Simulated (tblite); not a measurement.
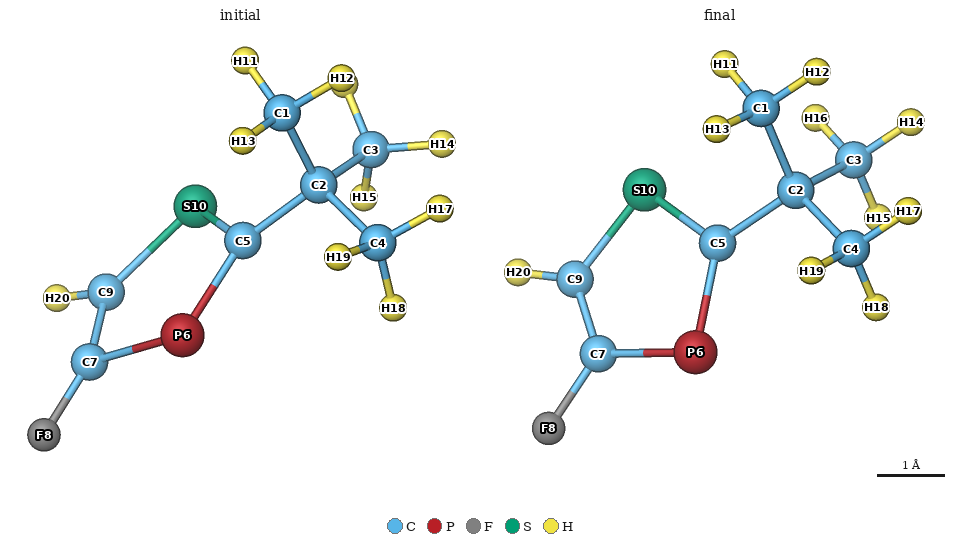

The structure of C7H10FPS before (left) and after (right) a relaxation, at one scale.

The picture is a ball-and-stick view, seen from a free direction.

The calculation used GFN2-xTB geometry optimisation, gas phase in tblite 0.8.0. 

Question: Summarise the run.

Answer: After 123 geometry steps the energy has fallen by 64.5 kcal/mol. H15 moves most after the best rigid fit: 0.66 Å. By element the largest moves are H 0.66 Å, S 0.60 Å, P 0.58 Å, F 0.57 Å, C 0.45 Å. Near-neighbour distances that change, for instance: C9–S10 1.862 → 1.709 Å, P6–C7 1.906 → 1.776 Å, C5–S10 1.684 → 1.734 Å, C4–H18 1.136 → 1.088 Å. Bond angles that change, for instance: F8–C7–C9 152.1° → 120.5°, P6–C7–C9 97.3° → 119.4°, C7–C9–H20 106.4° → 125.8°. Groups turn about C2–C3 by about 30°, C2–C5 by about 25°. Cost: 1 s on 1 thread of Arm Neoverse V2, with other jobs on the host.
